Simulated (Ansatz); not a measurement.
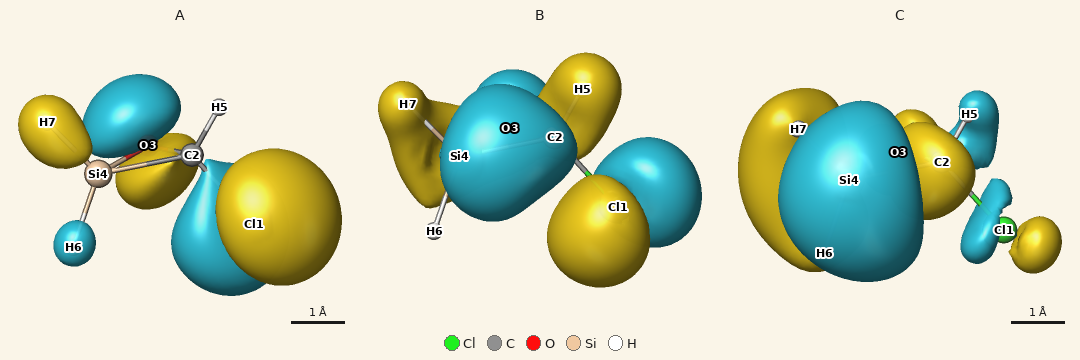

Figure 1: CH3ClOSi. Three frontier orbitals at ±0.08 Å⁻³ᐟ² (yellow and cyan are the two phases), in no order.

Computed with UKS PBE0-D4/def2-SVP in Ansatz 0.2.0.

```csv
atom,x (Å),y (Å),z (Å)
Cl,-0.7022,-1.7119,1.3732
C,0.3846,-0.6904,0.4107
O,0.1489,-0.7203,-0.9819
Si,-0.2190,0.8373,-0.3904
H,1.4215,-0.9003,0.7022
H,-1.6529,1.1949,-0.3084
H,0.6803,1.9227,-0.8510
```

Which picture is the HOMO−1, the HOMO and the LUMO?

A is the HOMO−1 (−8.60 eV). It lies mainly on Cl1 (about 65 %) and O3 (about 25 %). B is the HOMO (−7.35 eV). It lies mainly on Cl1 (about 35 %), Si4 (about 20 %), C2 (about 20 %) and O3 (about 15 %). C is the LUMO (−0.76 eV). By Hirshfeld shares it lies mainly on Si4 (about 60 %), C2 (about 10 %), O3 (about 10 %) and H7 (about 5 %).

What is the HOMO–LUMO gap?

6.59 eV between the orbital energies.
